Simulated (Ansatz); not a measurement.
# U-wB97X/STO-3G run of SiHClF (SMILES F[SiH]Cl)

What is the electronic atomisation energy of SiHClF at U-wB97X/STO-3G? 

The calculation is run with Ansatz 0.2.0.

76 further runs of the same task are left out: 16 that didn't finish, 60 set aside as unsound or not needed.

### Step 1. The structure to begin with

The species is SiHClF (4 atoms), meant as a doublet with charge 0. As SMILES, `F[SiH]Cl`. The shape is that of a GFN2-xTB optimisation.

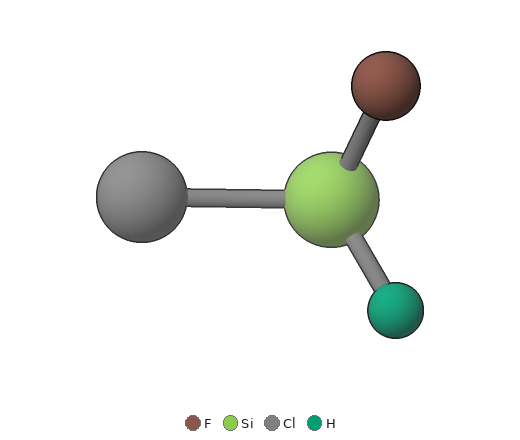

Viewed from a chosen angle; fluorine brown, silicon green, chlorine grey, hydrogen teal.

### Step 2. A single-point energy at U-wB97X/STO-3G

File input.yaml:

```yaml
crystal:
  periodic: [false, false, false]
  atoms:
    - {symbol: F, position_ang: [-0.992950, -0.342310, 1.062500]}
    - {symbol: Si, position_ang: [-0.204890, -0.223210, -0.347440]}
    - {symbol: Cl, position_ang: [1.732630, -0.546640, 0.075470]}
    - {symbol: H, position_ang: [-0.534790, 1.112160, -0.790530]}
basis:
  gaussian:
    orbitals: STO-3G
magnetization:
  spin_polarized: true
  initial_magnetization: 1
hamiltonian:
  xc: {name: wB97X}
accuracy: high
```

The run is started by

```console
$ ansatz run input.yaml --threads 1 --pin off --max-ram 2610MiB --events-out events.jsonl --progress --plain --runs-dir runs
```

The log of the run:

```text
Warning: RAYON_NUM_THREADS=1 ignored (pool sized by the plan → 1); use --threads N
Functional definition: wB97X
  name "wB97X"
  parameter omega = 0.3/bohr
  parameter cx = 0.157706
  parameter cx1 = 0.726479
  parameter cx2 = 1.04760
  parameter cx3 = -5.70635
  parameter cx4 = 13.2794
  parameter css1 = -4.33879
  parameter css2 = 18.2308
  parameter css3 = -31.7430
  parameter css4 = 17.2901
  parameter cos1 = 2.37031
  parameter cos2 = -11.3995
  parameter cos3 = 6.58405
  parameter cos4 = -3.78132
  exchange = spin_sum(e_x_unif_sr(omega)*poly(b97_u_x, 1 - cx, cx1, cx2, cx3, cx4)) + cx*exact_x_sr(omega)
      + exact_x_lr(omega)
  correlation = spin_sum(e_c_pw_same_spin*poly(b97_u_same, 1, css1, css2, css3, css4))
      + integral(e_c_pw_opposite_spin*poly(b97_u_opposite, 1, cos1, cos2, cos3, cos4))
435 factors; integrals over basis functions are off by at most 2.6e-8 eV
151 factors; integrals over basis functions are off by at most 8.1e-10 eV
mean field evaluation 1: about -22863.7647 eV, gradient 1.5e1 eV
mean field evaluation 2: about -22865.1520 eV, gradient 1.1e1 eV
mean field evaluation 4: about -22865.9084 eV, gradient 3.8e-1 eV
mean field evaluation 8: about -22865.9015 eV, gradient 6.1e-3 eV
mean field evaluation 16: about -22865.9015 eV, gradient 9.4e-6 eV
mean field -22865.90151980 eV, -840.3063817880 hartree, gradient 3.7e-8 eV, S^2 0.751420; 0 other end points of the search recorded, 0 dependent functions left out
reference -22865.90151857 eV, -840.3063817427 hartree; 21, 20 occupied and 3, 4 virtual orbitals, 435 factors
Total energy: -22865.90151857 eV, -840.3063817427 hartree
```

It took 12 s on 1 thread of Arm Neoverse V1, shared host; peak memory 0.42 GiB.

### Step 3. The Cl atom at the same level

File molecule.yaml:

```yaml
crystal:
  periodic: [false, false, false]
  atoms:
    - symbol: Cl
      position_ang: [0.000000, 0.000000, 0.000000]
basis:
  gaussian:
    orbitals: STO-3G
magnetization:
  spin_polarized: true
  initial_magnetization: 1
hamiltonian:
  xc: {name: wB97X}
accuracy: high
```

The run is started by

```console
$ ansatz run molecule.yaml --threads 1 --pin off --max-ram 2610MiB --events-out events.jsonl --progress --plain --runs-dir runs
```

The log of the run (excerpt; [...] marks lines left out):

```text
Warning: RAYON_NUM_THREADS=1 ignored (pool sized by the plan → 1); use --threads N
[... 2 set-up lines as earlier in the session ...]
[...]
      + exact_x_lr(omega)
[...]
      + integral(e_c_pw_opposite_spin*poly(b97_u_opposite, 1, cos1, cos2, cos3, cos4))
42 factors; integrals over basis functions are off by at most 4.6e-9 eV
23 factors; integrals over basis functions are off by at most 7.5e-10 eV
[...]
mean field -12384.80599005 eV, -455.1332254112 hartree, gradient 2.0e-9 eV, S^2 0.750000; 0 other end points of the search recorded, 0 dependent functions left out
reference -12384.80598940 eV, -455.1332253874 hartree; 9, 8 occupied and 0, 1 virtual orbitals, 42 factors
Total energy: -12384.80598940 eV, -455.1332253874 hartree
```

Wall time 1.6 s (1 thread of Arm Neoverse V1, shared host); peak memory 0.17 GiB.

### Step 4. The F atom

File input.yaml:

```yaml
crystal:
  periodic: [false, false, false]
  atoms:
    - {symbol: F, position_ang: [0.000000, 0.000000, 0.000000]}
basis:
  gaussian:
    orbitals: STO-3G
magnetization:
  spin_polarized: true
  initial_magnetization: 1
hamiltonian:
  xc: {name: wB97X}
accuracy: high
```

The run is started by

```console
$ ansatz run input.yaml --threads 1 --pin off --max-ram 2610MiB --events-out events.jsonl --progress --plain --runs-dir runs
```

The log of the run (excerpt; [...] marks lines left out):

```text
Warning: RAYON_NUM_THREADS=1 ignored (pool sized by the plan → 1); use --threads N
[... 2 set-up lines as earlier in the session ...]
[...]
      + exact_x_lr(omega)
[...]
      + integral(e_c_pw_opposite_spin*poly(b97_u_opposite, 1, cos1, cos2, cos3, cos4))
15 factors; integrals over basis functions are off by at most 1.2e-9 eV
14 factors; integrals over basis functions are off by at most 9.1e-10 eV
[...]
mean field -2674.13901820 eV, -98.2727963222 hartree, gradient 0.0e0 eV, S^2 0.750000; 0 other end points of the search recorded, 0 dependent functions left out
reference -2674.13901798 eV, -98.2727963143 hartree; 5, 4 occupied and 0, 1 virtual orbitals, 15 factors
Total energy: -2674.13901798 eV, -98.2727963143 hartree
```

Wall time 0.74 s (1 thread of Arm Neoverse V1, shared host); peak memory 0.13 GiB.

### Step 5. The H atom, same level

File run.yaml:

```yaml
crystal:
  periodic: [false, false, false]
  atoms:
    - {symbol: H, position_ang: [0.000000, 0.000000, 0.000000]}
basis:
  gaussian: {orbitals: STO-3G}
magnetization: {spin_polarized: true, initial_magnetization: 1}
hamiltonian: {xc: {name: wB97X}}
accuracy: high
```

The run is started by

```console
$ ansatz run run.yaml --threads 1 --pin off --max-ram 2610MiB --events-out events.jsonl --progress --plain --runs-dir runs
```

The log of the run (excerpt; [...] marks lines left out):

```text
Warning: RAYON_NUM_THREADS=1 ignored (pool sized by the plan → 1); use --threads N
[... 2 set-up lines as earlier in the session ...]
[...]
      + exact_x_lr(omega)
[...]
      + integral(e_c_pw_opposite_spin*poly(b97_u_opposite, 1, cos1, cos2, cos3, cos4))
1 factors; integrals over basis functions are off by at most 4.6e-10 eV
1 factors; integrals over basis functions are off by at most 2.9e-10 eV
[...]
mean field -12.70558344 eV, -0.4669215794 hartree, gradient 0.0e0 eV, S^2 0.750000; 0 other end points of the search recorded, 0 dependent functions left out
reference -12.70558358 eV, -0.4669215842 hartree; 1, 0 occupied and 0, 1 virtual orbitals, 1 factors
Total energy: -12.70558358 eV, -0.4669215842 hartree
```

Wall time 0.26 s (1 thread of Arm Neoverse V1, shared host).

### Step 6. The Si atom, same level

File input.yaml:

```yaml
crystal:
  periodic: [false, false, false]
  atoms:
    - {symbol: Si, position_ang: [0.000000, 0.000000, 0.000000]}
basis:
  gaussian:
    orbitals: STO-3G
magnetization:
  spin_polarized: true
  initial_magnetization: 2
hamiltonian:
  xc: {name: wB97X}
accuracy: high
```

The run is started by

```console
$ ansatz run input.yaml --threads 1 --pin off --max-ram 2610MiB --events-out events.jsonl --progress --plain --runs-dir runs
```

The log of the run (excerpt; [...] marks lines left out):

```text
Warning: RAYON_NUM_THREADS=1 ignored (pool sized by the plan → 1); use --threads N
[... 2 set-up lines as earlier in the session ...]
[...]
      + exact_x_lr(omega)
[...]
      + integral(e_c_pw_opposite_spin*poly(b97_u_opposite, 1, cos1, cos2, cos3, cos4))
42 factors; integrals over basis functions are off by at most 2.5e-9 eV
29 factors; integrals over basis functions are off by at most 4.1e-10 eV
[...]
mean field -7780.64291389 eV, -285.9333531761 hartree, gradient 3.1e-9 eV, S^2 2.000001; 0 other end points of the search recorded, 0 dependent functions left out
reference -7780.64291330 eV, -285.9333531547 hartree; 8, 6 occupied and 1, 3 virtual orbitals, 42 factors
Total energy: -7780.64291330 eV, -285.9333531547 hartree
```

Wall time 1.8 s (1 thread of Arm Neoverse V1, shared host); peak memory 0.18 GiB.

### Step 7. Outcome

At U-wB97X/STO-3G:

| quantity | value |
| --- | --- |
| molecule: total energy | -840.30638 Eh |
| molecule: ⟨S²⟩ | 0.751 |
| Cl atom: total energy | -455.13323 Eh |
| Cl atom: ⟨S²⟩ | 0.750 |
| F atom: total energy | -98.27280 Eh |
| F atom: ⟨S²⟩ | 0.750 |
| H atom: total energy | -0.46692 Eh |
| H atom: ⟨S²⟩ | 0.750 |
| Si atom: total energy | -285.93335 Eh |
| Si atom: ⟨S²⟩ | 2.000 |
| electronic atomisation energy | 13.608 eV |

In words: Taking the molecule apart into free atoms costs 13.61 eV (1313 kJ/mol), before zero-point energy and without spin-orbit coupling. In a minimal basis such a difference can be off by several eV, whatever the method.
